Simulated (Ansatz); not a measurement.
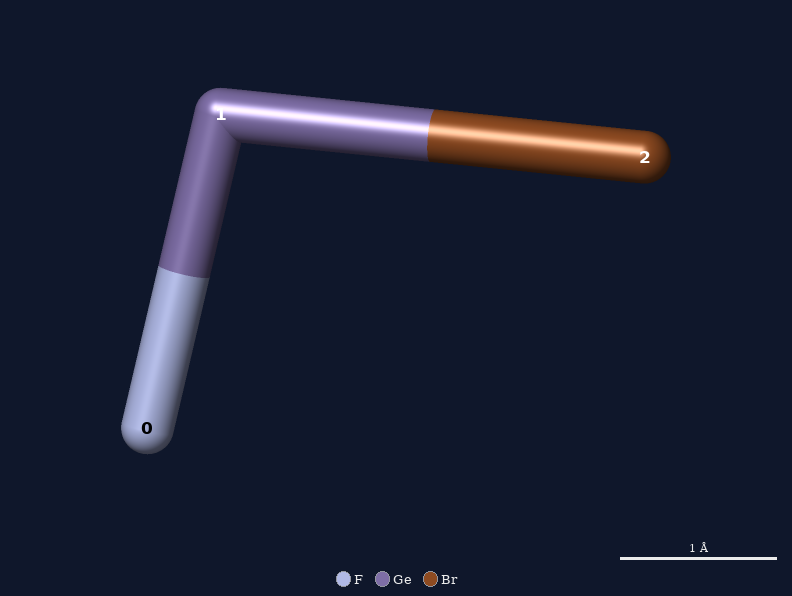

Figure made from data computed with Ansatz.

The structure as it stands in the input. Atoms are numbered from 0, in the order of the input.

Input file:

```yaml
crystal:
  periodic: [false, false, false]
  atoms:
    - {symbol: F, position_ang: [-0.740074, 1.253225, -0.277336]}
    - {symbol: Ge, position_ang: [-0.642384, -0.836442, -0.436563]}
    - {symbol: Br, position_ang: [1.796622, -1.243236, 0.855670]}
basis:
  gaussian: {orbitals: def2-TZVPP}
correlation: {method: ccsd_t}
```

Result:

```
Functional definition: HF
  name "HF"
  cite "Fock, Z. Phys. 61, 126 (1930) doi:10.1007/BF01340294"
  parent pbe
  exchange = exact_x
  correlation = 0
856 factors; integrals over basis functions are off by at most 1.2e-3 eV
mean field evaluation 1: about -129176.2693 eV, gradient 3.9e1 eV
mean field evaluation 2: about -129176.3125 eV, gradient 3.9e1 eV
mean field evaluation 4: about -129180.0133 eV, gradient 2.8e0 eV
mean field evaluation 8: about -129180.0805 eV, gradient 5.7e-1 eV
mean field evaluation 16: about -129180.0836 eV, gradient 2.9e-6 eV
mean field -129180.08358806 eV, -4747.2805104556 hartree, gradient 2.9e-6 eV, S^2 0.000000; 0 other end points of the search recorded, 0 dependent functions left out
19 core orbitals not correlated: weight in the atoms' cores, before any rotation towards them, 1.000 or more for the frozen orbitals, at most 0.000 for the correlated occupied ones
reference -129180.08358806 eV, -4747.2805104556 hartree; 19, 19 occupied and 89, 89 virtual orbitals, 856 factors
second order -20.44479173 eV of doubles, -0.00000000 eV of singles
cycle   1  -19.78032057 eV  change    6.6e-1 eV  update   1.4e-1
cycle   2  -20.33614815 eV  change   -5.6e-1 eV  update   6.2e-2
cycle   3  -20.51942254 eV  change   -1.8e-1 eV  update   3.4e-2
cycle   4  -20.50670459 eV  change    1.3e-2 eV  update   1.2e-2
cycle   5  -20.48872703 eV  change    1.8e-2 eV  update   5.8e-3
cycle   6  -20.49145829 eV  change   -2.7e-3 eV  update   2.7e-3
cycle   7  -20.49251934 eV  change   -1.1e-3 eV  update   1.1e-3
cycle   8  -20.49175576 eV  change    7.6e-4 eV  update   5.2e-4
cycle   9  -20.49169950 eV  change    5.6e-5 eV  update   2.0e-4
cycle  10  -20.49191222 eV  change   -2.1e-4 eV  update   8.4e-5
cycle  11  -20.49177208 eV  change    1.4e-4 eV  update   4.4e-5
cycle  12  -20.49175934 eV  change    1.3e-5 eV  update   2.4e-5
perturbative correction -0.82112742 eV, -0.0301758762 hartree
Total energy: -129201.39647482 eV, -4748.0637445978 hartree
```
